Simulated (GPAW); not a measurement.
Spin states calculation, with input and output: C2H4Sn (part 1 of 2)

C2H4Sn (Sn(CCH)H3), computed with revPBE/dzp, scalar-relativistic datasets (GPAW 26.7.0).

The geometry comes from this level: GFN2-xTB.

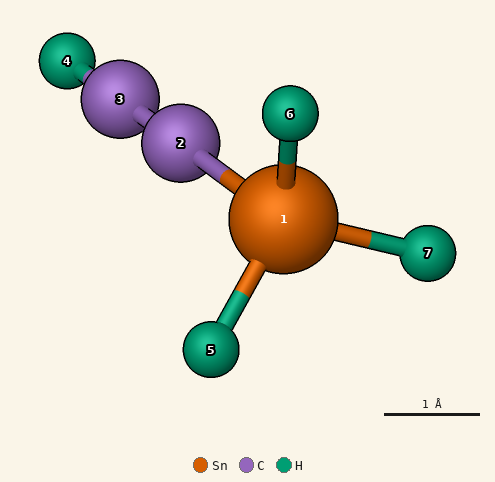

*The input geometry (ball-and-stick view, seen at a tilt; atoms are numbered from 1 in the order of the input). Sticks mark near contacts.*

Bond lengths as drawn: C–C 1.20 Å, C–H 1.05 Å, C–Sn 2.06 Å and H–Sn 1.65 Å.

## The input (spin.py)
```python
from ase.io import read
from gpaw import GPAW

# Structure
mol = read('run.sdf')
mol.center(vacuum=4.5)

energies = {}
for name, charge, unpaired in [('singlet', 0, 0), ('triplet', 0, 2)]:
    mol.set_initial_magnetic_moments([unpaired / len(mol)] * len(mol))
    calculator = GPAW(mode='lcao',
                      xc='revPBE',
                      h=0.16,
                      basis='dzp',
                      occupations={'name': 'fermi-dirac', 'width': 0.0, 'fixmagmom': unpaired > 0},
                      charge=charge,
                      maxiter=100,
                      symmetry='off',
                      txt='-')
    mol.calc = calculator
    energies[name] = mol.get_potential_energy()
    print(f'{name:10} {energies[name]:12.5f} eV')

lowest = min(energies, key=energies.get)
for name, e in energies.items():
    print(f'{name:10} {e - energies[lowest]:8.3f} eV above the lowest')
```

## File run.sdf
```

     RDKit          3D

  7  6  0  0  0  0  0  0  0  0999 V2000
   -0.0073   -0.0061   -1.1505 Sn  0  0  0  0  0  4  0  0  0  0  0  0
   -0.0015    0.0050    0.9092 C   0  0  0  0  0  0  0  0  0  0  0  0
    0.0090    0.0141    2.1102 C   0  0  0  0  0  0  0  0  0  0  0  0
    0.0200    0.0199    3.1628 H   0  0  0  0  0  0  0  0  0  0  0  0
    1.5577   -0.0088   -1.6764 H   0  0  0  0  0  0  0  0  0  0  0  0
   -0.7937    1.3435   -1.6853 H   0  0  0  0  0  0  0  0  0  0  0  0
   -0.7841   -1.3676   -1.6700 H   0  0  0  0  0  0  0  0  0  0  0  0
  2  1  1  0
  3  2  3  0
  4  3  1  0
  5  1  1  0
  6  1  1  0
  7  1  1  0
M  END
$$$$
```

Run on 1 thread of Arm Neoverse V1, 112 GiB of memory available, shared host.

Launch command:
```bash
OMP_NUM_THREADS=1 python spin.py
```

## Log
```
__  _  _
 | _ |_)|_||  |
 |__||  | ||/\| - 26.7.0

units:  Angstrom and eV
cores:  1
OpenMP: False

Versions:
  Python: 3.12.14
  ASE:    3.29.0
  Numpy:  2.5.5
  Scipy:  1.18.1
  Libxc:  7.0.0

        _gpaw.cpython-312-aarch64-linux-gnu.so

Input parameters:
  mode=LCAO(),
  basis={'default': 'dzp'},
  charge=0.0,
  h=0.16,
  maxiter=100,
  occupations=Occupations(name='fermi-dirac', width=0.0, fixmagmom=False),
  symmetry=Symmetry(point_group=False, time_reversal=False),
  xc=XC(name='revPBE')
        .---------------------------.
       /|                           |
      / |                           |
     /  |                           |
    /   |                           |
   /    |                           |
  /     |                           |
 *      |                           |
 |      |                           |
 |      |         H                 |
 |      |         C                 |
 |      |                           |
 |      |         C                 |
 |      |                           |
 |      |       H Sn                |
 |      |            H              |
 |      |      H                    |
 |      .---------------------------.
 |     /                           /
 |    /                           /
 |   /                           /
 |  /                           /
 | /                           /
 |/                           /
 *---------------------------*

Atoms  # Å, Bohr magnetons
|   | symbol |        x |        y |        z |    initial magnetic moments |
|---|--------|----------|----------|----------|-----------------------------|
| 0 |     Sn | 5.286400 | 5.861500 | 5.034800 | ( 0.0000,  0.0000,  0.0000) |
| 1 |      C | 5.292200 | 5.872600 | 7.094500 | ( 0.0000,  0.0000,  0.0000) |
| 2 |      C | 5.302700 | 5.881700 | 8.295500 | ( 0.0000,  0.0000,  0.0000) |
| 3 |      H | 5.313700 | 5.887500 | 9.348100 | ( 0.0000,  0.0000,  0.0000) |
| 4 |      H | 6.851400 | 5.858800 | 4.508900 | ( 0.0000,  0.0000,  0.0000) |
| 5 |      H | 4.500000 | 7.211100 | 4.500000 | ( 0.0000,  0.0000,  0.0000) |
| 6 |      H | 4.509600 | 4.500000 | 4.515300 | ( 0.0000,  0.0000,  0.0000) |

Unit cell  # Å
| periodic |         x |         y |         z |   lengths |    angles |
|----------|-----------|-----------|-----------|-----------|-----------|
|       no | 11.351400 |  0.000000 |  0.000000 | 11.351400 | 90.000000 |
|       no |  0.000000 | 11.711100 |  0.000000 | 11.711100 | 90.000000 |
|       no |  0.000000 |  0.000000 | 13.848100 | 13.848100 | 90.000000 |

Number of symmetries: 1
Symmetry operations  # r_c * U_cc + t_c -> r_c
|   | kind |            matrix            |
|---|------|------------------------------|
| 0 |  E   |  1, 0, 0,  0, 1, 0,  0, 0, 1 |

BZ-sampling:
  Number of BZ points: 1
  Number of IBZ points: 1

  Monkhorst-Pack size: [1, 1, 1]
  Monkhorst-Pack shift: [0, 0, 0]

K-points  # in reciprocal-cell coordinates
|   |                                coordinates |     weight |
|---|--------------------------------------------|------------|
| 0 | (  0.00000000,   0.00000000,   0.00000000) | 1.00000000 |

basis functions: 69
Spin-components: 1 (collinear spins)
Bands:           20
Projectors:      28
Spin-degeneracy: 2
Datatype:        <class 'float'>

  Storage: CPU
  Wave functions: 11_040 bytes (11_040 per core)

Parallelization:
  kpt:    1
  domain: 1
  band:   1

Density:
  Valence electrons: 26.0
  Components: 1
  Grid points: [72 72 88]
  Charge: 0.0  # |e|

Potential:
  Grid points: [72 72 88]

species:
  Sn:
    name:    Tin
    Z:       50.0
    valence: 14
    core:    36
    charge:  0.0  # [|e|]
    file:    Sn.revPBE.gz
    compensation charges:
      type: gauss
      rc: 0.38  # [Å]
      lmax: 2
    cutoffs:
      filter: 2.23  # [Å]
      core: 2.35  # [Å]
    projectors
    | kind |    occ | energy [eV] | rcut [Å] |
    |------|--------|-------------|----------|
    |   5s |  2.000 |     -10.469 |    1.201 |
    |   5p |  2.000 |      -3.642 |    1.270 |
    |   4d | 10.000 |     -25.826 |    1.185 |
    |    s |        |      16.742 |    1.201 |
    |    p |        |      23.569 |    1.270 |
    |    d |        |       1.385 |    1.185 |

    LCAO basis set for Sn:
      Name: dzp
      File: Sn.dzp.basis.gz
      Number of radial functions: 7
      Number of spherical harmonics: 23
        l=0, rc=7.1250 Bohr: 5s-sz confined orbital
        l=1, rc=9.5469 Bohr: 5p-sz confined orbital
        l=2, rc=4.0625 Bohr: 4d-sz confined orbital
        l=0, rc=4.1250 Bohr: 5s-dz split-valence wave
        l=1, rc=5.6719 Bohr: 5p-dz split-valence wave
        l=2, rc=2.5938 Bohr: 4d-dz split-valence wave
        l=2, rc=9.5469 Bohr: d-type Gaussian polarization
      Number of RI-basis functions 0

  C:
    name:    Carbon
    Z:       6.0
    valence: 4
    core:    2
    charge:  0.0  # [|e|]
    file:    C.revPBE.gz
    compensation charges:
      type: gauss
      rc: 0.20  # [Å]
      lmax: 2
    cutoffs:
      filter: 1.14  # [Å]
      core: 1.14  # [Å]
    projectors
    | kind |    occ | energy [eV] | rcut [Å] |
    |------|--------|-------------|----------|
    |   2s |  2.000 |     -13.783 |    0.635 |
    |   2p |  2.000 |      -5.237 |    0.635 |
    |    s |        |      13.429 |    0.635 |
    |    p |        |      21.974 |    0.635 |
    |    d |        |       0.000 |    0.635 |

    LCAO basis set for C:
      Name: dzp
      File: C.dzp.basis.gz
      Number of radial functions: 5
      Number of spherical harmonics: 13
        l=0, rc=5.5469 Bohr: 2s-sz confined orbital
        l=1, rc=6.6719 Bohr: 2p-sz confined orbital
        l=0, rc=3.0312 Bohr: 2s-dz split-valence wave
        l=1, rc=3.7500 Bohr: 2p-dz split-valence wave
        l=2, rc=6.6719 Bohr: d-type Gaussian polarization
      Number of RI-basis functions 0

  H:
    name:    Hydrogen
    Z:       1.0
    valence: 1
    core:    0
    charge:  0.0  # [|e|]
    file:    H.revPBE.gz
    compensation charges:
      type: gauss
      rc: 0.15  # [Å]
      lmax: 2
    cutoffs:
      filter: 0.85  # [Å]
      core: 0.53  # [Å]
    projectors
    | kind |    occ | energy [eV] | rcut [Å] |
    |------|--------|-------------|----------|
    |   1s |  1.000 |      -6.547 |    0.476 |
    |    s |        |      20.664 |    0.476 |
    |    p |        |       0.000 |    0.476 |

    LCAO basis set for H:
      Name: dzp
      File: H.dzp.basis.gz
      Number of radial functions: 3
      Number of spherical harmonics: 5
        l=0, rc=6.4219 Bohr: 1s-sz confined orbital
        l=0, rc=3.6094 Bohr: 1s-dz split-valence wave
        l=1, rc=6.4219 Bohr: p-type Gaussian polarization
      Number of RI-basis functions 0

Reference energy: -170125.552029  # eV

eigensolver:
  <gpaw.new.lcao.eigensolver.LCAOEigensolver object at 0xe5f4d56be330>
density mixing:
  MSR1-Mixer
  Pratt-step length: 0.05
  Maximum mixing coefficient: 0.75
  Old densities: 10
  SVD Regularization: 0.005
  Good broyden scale: 1.0
  Trust region scale: 1.0
  Backstep threshold: 4.0
  History deletion threshold: 6.0
  Fourier metric: weight=20.0, sigma=0.015

occupation numbers:
  # Zero width

FastPoissonSolver using
    Stencil: 6*3+1=19 point O(h^6) finite-difference Laplacian
    FFT axes: []
    FST axes: [np.int64(0), np.int64(1), np.int64(2)]

xc functional:
  name: revPBE with 2 nearest neighbor stencil
interpolation: tri-quintic # 5. degree polynomial

        .---------------------------.
       /|                           |
      / |                           |
     /  |                           |
    /   |                           |
   /    |                           |
  /     |                           |
 *      |                           |
 |      |                           |
 |      |         H                 |
 |      |         C                 |
 |      |                           |
 |      |         C                 |
 |      |                           |
 |      |       H Sn                |
 |      |            H              |
 |      |      H                    |
 |      .---------------------------.
 |     /                           /
 |    /                           /
 |   /                           /
 |  /                           /
 | /                           /
 |/                           /
 *---------------------------*

Atoms  # Å, Bohr magnetons
|   | symbol |        x |        y |        z |    initial magnetic moments |
|---|--------|----------|----------|----------|-----------------------------|
| 0 |     Sn | 5.286400 | 5.861500 | 5.034800 | ( 0.0000,  0.0000,  0.0000) |
| 1 |      C | 5.292200 | 5.872600 | 7.094500 | ( 0.0000,  0.0000,  0.0000) |
| 2 |      C | 5.302700 | 5.881700 | 8.295500 | ( 0.0000,  0.0000,  0.0000) |
| 3 |      H | 5.313700 | 5.887500 | 9.348100 | ( 0.0000,  0.0000,  0.0000) |
| 4 |      H | 6.851400 | 5.858800 | 4.508900 | ( 0.0000,  0.0000,  0.0000) |
| 5 |      H | 4.500000 | 7.211100 | 4.500000 | ( 0.0000,  0.0000,  0.0000) |
| 6 |      H | 4.509600 | 4.500000 | 4.515300 | ( 0.0000,  0.0000,  0.0000) |

Unit cell  # Å
| periodic |         x |         y |         z |   lengths |    angles |
|----------|-----------|-----------|-----------|-----------|-----------|
|       no | 11.351400 |  0.000000 |  0.000000 | 11.351400 | 90.000000 |
|       no |  0.000000 | 11.711100 |  0.000000 | 11.711100 | 90.000000 |
|       no |  0.000000 |  0.000000 | 13.848100 | 13.848100 | 90.000000 |

Number of symmetries: 1
Symmetry operations  # r_c * U_cc + t_c -> r_c
|   | kind |            matrix            |
|---|------|------------------------------|
| 0 |  E   |  1, 0, 0,  0, 1, 0,  0, 0, 1 |

BZ-sampling:
  Number of BZ points: 1
  Number of IBZ points: 1

  Monkhorst-Pack size: [1, 1, 1]
  Monkhorst-Pack shift: [0, 0, 0]

K-points  # in reciprocal-cell coordinates
|   |                                coordinates |     weight |
|---|--------------------------------------------|------------|
| 0 | (  0.00000000,   0.00000000,   0.00000000) | 1.00000000 |

basis functions: 69
Spin-components: 1 (collinear spins)
Bands:           20
Projectors:      28
Spin-degeneracy: 2
Datatype:        <class 'float'>

  Storage: CPU
  Wave functions: 11_040 bytes (11_040 per core)

Parallelization:
  kpt:    1
  domain: 1
  band:   1

Density:
  Valence electrons: 26.0
  Components: 1
  Grid points: [72 72 88]
  Charge: 0.0  # |e|

Potential:
  Grid points: [72 72 88]

species:
  Sn:
    name:    Tin
    Z:       50.0
    valence: 14
    core:    36
    charge:  0.0  # [|e|]
    file:    Sn.revPBE.gz
    compensation charges:
      type: gauss
      rc: 0.38  # [Å]
      lmax: 2
    cutoffs:
      filter: 2.23  # [Å]
      core: 2.35  # [Å]
    projectors
    | kind |    occ | energy [eV] | rcut [Å] |
    |------|--------|-------------|----------|
    |   5s |  2.000 |     -10.469 |    1.201 |
    |   5p |  2.000 |      -3.642 |    1.270 |
    |   4d | 10.000 |     -25.826 |    1.185 |
    |    s |        |      16.742 |    1.201 |
    |    p |        |      23.569 |    1.270 |
    |    d |        |       1.385 |    1.185 |

    LCAO basis set for Sn:
      Name: dzp
      File: Sn.dzp.basis.gz
      Number of radial functions: 7
      Number of spherical harmonics: 23
        l=0, rc=7.1250 Bohr: 5s-sz confined orbital
        l=1, rc=9.5469 Bohr: 5p-sz confined orbital
        l=2, rc=4.0625 Bohr: 4d-sz confined orbital
        l=0, rc=4.1250 Bohr: 5s-dz split-valence wave
        l=1, rc=5.6719 Bohr: 5p-dz split-valence wave
        l=2, rc=2.5938 Bohr: 4d-dz split-valence wave
        l=2, rc=9.5469 Bohr: d-type Gaussian polarization
      Number of RI-basis functions 0

  C:
    name:    Carbon
    Z:       6.0
    valence: 4
    core:    2
    charge:  0.0  # [|e|]
    file:    C.revPBE.gz
    compensation charges:
      type: gauss
      rc: 0.20  # [Å]
      lmax: 2
    cutoffs:
      filter: 1.14  # [Å]
      core: 1.14  # [Å]
    projectors
    | kind |    occ | energy [eV] | rcut [Å] |
    |------|--------|-------------|----------|
    |   2s |  2.000 |     -13.783 |    0.635 |
    |   2p |  2.000 |      -5.237 |    0.635 |
    |    s |        |      13.429 |    0.635 |
    |    p |        |      21.974 |    0.635 |
    |    d |        |       0.000 |    0.635 |

    LCAO basis set for C:
      Name: dzp
      File: C.dzp.basis.gz
      Number of radial functions: 5
      Number of spherical harmonics: 13
        l=0, rc=5.5469 Bohr: 2s-sz confined orbital
        l=1, rc=6.6719 Bohr: 2p-sz confined orbital
        l=0, rc=3.0312 Bohr: 2s-dz split-valence wave
        l=1, rc=3.7500 Bohr: 2p-dz split-valence wave
        l=2, rc=6.6719 Bohr: d-type Gaussian polarization
      Number of RI-basis functions 0

  H:
    name:    Hydrogen
    Z:       1.0
    valence: 1
    core:    0
    charge:  0.0  # [|e|]
    file:    H.revPBE.gz
    compensation charges:
      type: gauss
      rc: 0.15  # [Å]
      lmax: 2
    cutoffs:
      filter: 0.85  # [Å]
      core: 0.53  # [Å]
    projectors
    | kind |    occ | energy [eV] | rcut [Å] |
    |------|--------|-------------|----------|
    |   1s |  1.000 |      -6.547 |    0.476 |
    |    s |        |      20.664 |    0.476 |
    |    p |        |       0.000 |    0.476 |

    LCAO basis set for H:
      Name: dzp
      File: H.dzp.basis.gz
      Number of radial functions: 3
      Number of spherical harmonics: 5
        l=0, rc=6.4219 Bohr: 1s-sz confined orbital
        l=0, rc=3.6094 Bohr: 1s-dz split-valence wave
        l=1, rc=6.4219 Bohr: p-type Gaussian polarization
      Number of RI-basis functions 0

Reference energy: -170125.552029  # eV

eigensolver:
  <gpaw.new.lcao.eigensolver.LCAOEigensolver object at 0xe5f4d535dee0>
density mixing:
  MSR1-Mixer
  Pratt-step length: 0.05
  Maximum mixing coefficient: 0.75
  Old densities: 10
  SVD Regularization: 0.005
  Good broyden scale: 1.0
  Trust region scale: 1.0
  Backstep threshold: 4.0
  History deletion threshold: 6.0
  Fourier metric: weight=20.0, sigma=0.015

occupation numbers:
  # Zero width

FastPoissonSolver using
    Stencil: 6*3+1=19 point O(h^6) finite-difference Laplacian
    FFT axes: []
    FST axes: [np.int64(0), np.int64(1), np.int64(2)]

xc functional:
  name: revPBE with 2 nearest neighbor stencil
interpolation: tri-quintic # 5. degree polynomial

Initialization done in: 22.492 s

convergence criteria:
- Maximum [total energy] change in last 3 cyles: 0.0005 eV / valence electron
- Maximum integral of absolute [dens]ity change: 0.0001 electrons / valence electron
- Maximum integral of absolute [eigenst]ate change: 4e-08 eV^2 / valence electron
maximum number of iterations: 100

SCF iterations
|iter     |     time |      energy | eigst |  dens |
|---------|----------|-------------|-------|-------|
|iter:   1| 00:00:23 |  -32.224619 |      c|       |
|iter:   2| 00:00:24 |  -31.812577 |      c| -0.84 |
|iter:   3| 00:00:26 |  -29.913256 |      c| -0.88 |
|iter:   4| 00:00:27 |  -29.896507 |      c| -1.57 |
|iter:   5| 00:00:29 |  -29.896264 |      c| -2.03 |
|iter:   6| 00:00:31 |  -29.896309c|      c| -2.60 |
|iter:   7| 00:00:33 |  -29.896102c|      c| -2.82 |
|iter:   8| 00:00:35 |  -29.896101c|      c| -3.49 |
|iter:   9| 00:00:36 |  -29.896100c|      c| -4.27c|

Converged in 9 steps
SCF loop duration: 13.230 s (1.470 s/step)
Energy contributions relative to reference atoms: (reference = -170125.552029)

Energy contributions:
  Kinetic:          37.568218
  Coulomb:         -38.419635
  Zero:              0.082783
  External:          0.000000
  Xc:              -29.127466
  Entropy:           0.000000
  Spinorbit:         0.000000
  ----------------------------
  Free energy:     -29.896100
  Extrapolated:    -29.896100
```
